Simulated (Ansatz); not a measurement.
# One shape, several levels: doublet SiF5

Aim: a comparison of 6 runs (U-r2SCAN/6-31G*, U-revPBE/6-31G*, UB3LYP/6-31G*, UBHLYP/6-31G*, UCAM-B3LYP/6-31G*, UHSE06/6-31G*) of doublet SiF5. 

Program for the calculation: Ansatz 0.2.0.

19 further runs of the same task are left out: 16 that didn't finish, 3 set aside as unsound or not needed. Runs told in other sessions of the task aren't counted.

### 1 Starting point

SiF5 has 6 atoms, charge 0, and is taken as a doublet. SMILES of the parent species: `F[Si-](F)(F)(F)F`. The coordinates come from a PBE0-D4/def2-TZVPD relaxation. That shape belongs to the parent species and isn't relaxed for this state.

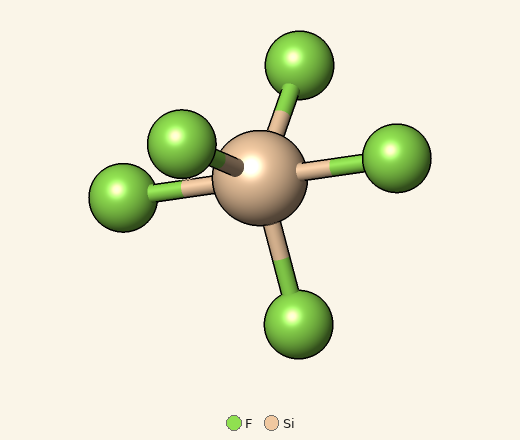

Viewed from a chosen angle; fluorine green, silicon light orange.

### 2 The energy at U-r2SCAN/6-31G(d) (spherical functions) (run 1)

Contents of run.yaml:

```yaml
basis:
  gaussian:
    orbitals: 6-31G_st_-spherical.json
crystal:
  periodic: [false, false, false]
  atoms:
    - {symbol: F, position_ang: [-0.716900, -1.106000, 1.023500]}
    - {symbol: Si, position_ang: [-0.000000, -0.000000, -0.000000]}
    - {symbol: F, position_ang: [-1.466700, 0.583500, -0.396400]}
    - {symbol: F, position_ang: [0.651500, -1.218400, -0.860200]}
    - {symbol: F, position_ang: [0.716500, 1.105800, -1.024000]}
    - {symbol: F, position_ang: [0.815500, 0.635100, 1.257000]}
output: {orbitals: {seedname: orbitals}}
accuracy: high
hamiltonian:
  xc: {name: r2SCAN}
magnetization:
  spin_polarized: true
  initial_magnetization: 1
```

The basis set 6-31G* is read from a file made from the Basis Set Exchange's data (not shown).

Launch:

```sh
$ ansatz run run.yaml --threads 1 --pin off --max-ram 3480MiB --events-out events.jsonl --progress --plain --runs-dir runs
```

What it wrote:

```text
Warning: RAYON_NUM_THREADS=1 ignored (pool sized by the plan → 1); use --threads N
Functional definition: r2SCAN
  name "r2SCAN"
  parameter k0 = 0.174
  parameter k1 = 0.065
  parameter a1 = 4.9479
  exchange = r2scan_x(k0 = k0, k1 = k1, a1 = a1)
  correlation = r2scan_c
1915 factors; integrals over basis functions are off by at most 3.2e-9 eV
mean field evaluation 1: about -21455.1674 eV, gradient 3.3e1 eV
mean field evaluation 2: about -21447.9118 eV, gradient 5.7e1 eV
mean field evaluation 4: about -21457.5071 eV, gradient 1.3e1 eV
mean field evaluation 8: about -21457.8049 eV, gradient 9.6e0 eV
mean field evaluation 16: about -21458.2472 eV, gradient 1.8e-2 eV
mean field evaluation 32: about -21458.2240 eV, gradient 1.3e0 eV
mean field evaluation 64: about -21458.1746 eV, gradient 5.5e-1 eV
mean field -21458.24723421 eV, -788.5760409350 hartree, gradient 2.6e-8 eV, S^2 0.752254; 8 other end points of the search recorded, 0 dependent functions left out
reference -21458.24723692 eV, -788.5760410345 hartree; 30, 29 occupied and 58, 59 virtual orbitals, 1915 factors
Total energy: -21458.24723692 eV, -788.5760410345 hartree
```

It took 97 s on 1 thread of AMD EPYC 7R43 (Zen 3), shared host; peak memory 0.46 GiB.

### 3 A single-point energy at U-revPBE/6-31G(d) (spherical functions) (run 2)

Contents of job.yaml:

```yaml
crystal:
  periodic: [false, false, false]
  atoms:
    - symbol: F
      position_ang: [-0.716900, -1.106000, 1.023500]
    - symbol: Si
      position_ang: [-0.000000, -0.000000, -0.000000]
    - symbol: F
      position_ang: [-1.466700, 0.583500, -0.396400]
    - symbol: F
      position_ang: [0.651500, -1.218400, -0.860200]
    - symbol: F
      position_ang: [0.716500, 1.105800, -1.024000]
    - symbol: F
      position_ang: [0.815500, 0.635100, 1.257000]
basis:
  gaussian:
    orbitals: 6-31G_st_-spherical.json
magnetization:
  spin_polarized: true
  initial_magnetization: 1
hamiltonian:
  xc: {name: revPBE}
accuracy: high
output:
  orbitals: {seedname: orbitals}
```

The basis set 6-31G* is read from a file made from the Basis Set Exchange's data (not shown).

Launch:

```sh
$ ansatz run job.yaml --threads 1 --pin off --max-ram 3480MiB --events-out events.jsonl --progress --plain --runs-dir runs
```

What it wrote:

```text
Warning: RAYON_NUM_THREADS=1 ignored (pool sized by the plan → 1); use --threads N
Functional definition: revPBE
  name "revPBE"
  parameter kappa = 1.245
  parameter beta = 0.06672455060314922
  exchange = pbe_x(kappa = kappa, mu = beta*pi^2/3)
  correlation = pbe_c(beta = beta)
1915 factors; integrals over basis functions are off by at most 3.2e-9 eV
mean field evaluation 1: about -21454.3994 eV, gradient 3.4e1 eV
mean field evaluation 2: about -21443.2692 eV, gradient 6.7e1 eV
mean field evaluation 4: about -21456.6102 eV, gradient 1.6e1 eV
mean field evaluation 8: about -21457.0501 eV, gradient 1.3e1 eV
mean field evaluation 16: about -21457.7947 eV, gradient 7.4e-4 eV
mean field evaluation 32: about -21457.7926 eV, gradient 3.9e-1 eV
mean field evaluation 64: about -21456.5906 eV, gradient 8.5e0 eV
mean field -21457.79465579 eV, -788.5594089847 hartree, gradient 2.9e-8 eV, S^2 0.751188; 8 other end points of the search recorded, 0 dependent functions left out
reference -21457.79466019 eV, -788.5594091464 hartree; 30, 29 occupied and 58, 59 virtual orbitals, 1915 factors
Total energy: -21457.79466019 eV, -788.5594091464 hartree
```

It took 36 s on 1 thread of AMD EPYC 7R43 (Zen 3), shared host; peak memory 0.31 GiB.

Runs 3 to 5 aren't shown in full; the table further down has their settings and results.

### 4 The energy at UHSE06/6-31G(d) (spherical functions) (run 6)

Contents of in.yaml:

```yaml
crystal:
  periodic: [false, false, false]
  atoms:
    - {symbol: F, position_ang: [-0.716900, -1.106000, 1.023500]}
    - {symbol: Si, position_ang: [-0.000000, -0.000000, -0.000000]}
    - {symbol: F, position_ang: [-1.466700, 0.583500, -0.396400]}
    - {symbol: F, position_ang: [0.651500, -1.218400, -0.860200]}
    - {symbol: F, position_ang: [0.716500, 1.105800, -1.024000]}
    - {symbol: F, position_ang: [0.815500, 0.635100, 1.257000]}
basis:
  gaussian: {orbitals: 6-31G_st_-spherical.json}
magnetization: {spin_polarized: true, initial_magnetization: 1}
hamiltonian: {xc: hse06}
accuracy: high
output: {orbitals: {seedname: orbitals}}
```

The basis set 6-31G* is read from a file made from the Basis Set Exchange's data (not shown).

Launch:

```sh
$ ansatz run in.yaml --threads 1 --pin off --max-ram 3480MiB --events-out events.jsonl --progress --plain --runs-dir runs
```

What it wrote, shortened:

```text
Warning: RAYON_NUM_THREADS=1 ignored (pool sized by the plan → 1); use --threads N
Functional definition: HSE06
  name "HSE06"
[...]
1915 factors; integrals over basis functions are off by at most 3.2e-9 eV
86 factors; integrals over basis functions are off by at most 7.7e-10 eV
[...]
mean field -21446.92956175 eV, -788.1601241434 hartree, gradient 2.6e-8 eV, S^2 0.754216; 7 other end points of the search recorded, 0 dependent functions left out
reference -21446.92956533 eV, -788.1601242749 hartree; 30, 29 occupied and 58, 59 virtual orbitals, 1915 factors
Total energy: -21446.92956533 eV, -788.1601242749 hartree
```

Run time: 65 s. Hardware: 1 thread of AMD EPYC 7R43 (Zen 3), shared host; peak memory 0.49 GiB.

### 5 Overview of the runs

| run | level | energy (Eh) | HOMO energy (eV) | LUMO energy (eV) | ⟨S²⟩ | wall time |
| --- | --- | --- | --- | --- | --- | --- |
| 1 | U-r2SCAN/6-31G* (spherical functions) | -788.576041 | -9.96 | -9.87 | 0.752 | 97 s |
| 2 | U-revPBE/6-31G* (spherical functions) | -788.559409 | -9.26 | – | 0.751 | 36 s |
| 3 | UB3LYP/6-31G* (spherical functions) | -788.793546 | -11.06 | -9.56 | 0.753 | 53 s |
| 4 | UBHLYP/6-31G* (spherical functions) | -788.577274 | -12.44 | -9.30 | 0.760 | 2.1 min |
| 5 | UCAM-B3LYP/6-31G* (spherical functions) | -788.664298 | -12.64 | -8.70 | 0.755 | 65 s |
| 6 | UHSE06/6-31G* (spherical functions) | -788.160124 | -11.02 | -9.88 | 0.754 | 65 s |

### 6 Outcome

```
                                 quantity          value
                      run 6: total energy  -788.16012 Eh
run 6: HOMO energy (highest over α and β)      -11.02 eV
 run 6: LUMO energy (lowest over α and β)       -9.88 eV
                              run 6: ⟨S²⟩          0.754
```

Totals of different functionals can't be ranked against each other. All runs together took 7.4 min, the longest 2.1 min.
